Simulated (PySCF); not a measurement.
# Cs₂Cl₂: singlet, from a rhombic ring start

Aim: relax Cs₂Cl₂ as a singlet from a rhombic ring start, check by its vibrations whether the end is a minimum, and collect its spectrum and constants.

Computed with PySCF 2.14.0. Level: PBE0, basis Cs def2-TZVP with ECP46, Cl def2-TZVP, scalar-relativistic core potentials, no spin–orbit coupling, density fitting.

## 1. The system as given

4 atoms, charge 0, spin multiplicity 1.

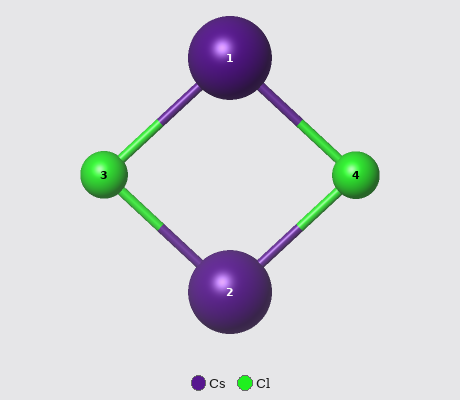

As it starts; caesium purple, chlorine green; atoms are numbered from 1 in the order of the file.

```xyz
4
charge 0 multiplicity 1
Cs    2.3929    0.0000    0.0000
Cs   -2.3929    0.0000    0.0000
Cl    0.0000    2.5660    0.0000
Cl    0.0000   -2.5660    0.0000
```

## 2. Finding the electronic state

One driver script runs all steps and calls PySCF; scf.py shows how it sets up the SCF of each step. The optimiser is the driver's own. After this first run the driver tries any further starts and a stability analysis.

Contents of scf.py:

```python
from pyscf import gto, scf, dft
mol = gto.M(atom='''
Cs     2.392900     0.000000     0.000000
Cs    -2.392900     0.000000     0.000000
Cl     0.000000     2.566000     0.000000
Cl     0.000000    -2.566000     0.000000''',
    basis={'Cs': 'def2-TZVP', 'Cl': 'def2-TZVP'},
    ecp={'Cs': 'def2-TZVP'},
    charge=0, spin=0)
mf = dft.RKS(mol, xc='PBE0')
mf.grids.atom_grid = (50, 194)
aux = {'Cs': 'def2-universal-JKFIT', 'Cl': 'def2-universal-JKFIT'}
mf = mf.density_fit(auxbasis=aux)
mf.conv_tol = 1e-08
mf.diis_space = 10
mf.max_cycle = 60
mf.init_guess = 'minao'
mf.verbose = 4
mf.kernel()
```

Launch:

```sh
> OMP_NUM_THREADS=2 python axn.py task.json out
```

Further steps of the session: Rhombic ring start, singlet: relaxation; Is it a minimum? Harmonic modes.

What does the calculation give? Wanted: minimum; geometry; wavenumbers; dipole moment; highest occupied, lowest empty level; polar-tensor charge of Cs1; zero-point energy; atomisation energy.

The runs gave:

```
                                 quantity                                                                                             value
                                  minimum                                                                                      singlet, D2h
                                 geometry  Cs–Cl 3.163 Å (×4), Cs–Cs 4.566 Å; Cl–Cs–Cl 87.6° (×2), Cl–Cs–Cs 43.8° (×4), Cs–Cl–Cs 92.4° (×2)
                       wavenumbers (cm⁻¹)                                      48 (b3u), 56 (ag), 131 (b3g), 146 (b2u), 151 (ag), 160 (b1u)
                            dipole moment                                                                                            0.00 D
     highest occupied, lowest empty level                                                                                   -6.53, -0.65 eV
               polar-tensor charge of Cs1                                                                                           +0.91 e
                        zero-point energy                                                                                        4.1 kJ/mol
                      entropy at 298.15 K                                                                                   388.8 J/(mol K)
atomisation energy (no zero-point energy)                                                                                        994 kJ/mol
```

What this shows: The rhombic ring start keeps its D2h symmetry and ends in a minimum. The strongest infrared band lies at 160 cm⁻¹ (b1u). Cs1 has a polar-tensor charge of +0.9 e (a dipole derivative, not a static charge), yet symmetry cancels the bond dipoles. Only this shape and spin were tried, so other structures or states may lie lower. Spin–orbit coupling is left out.
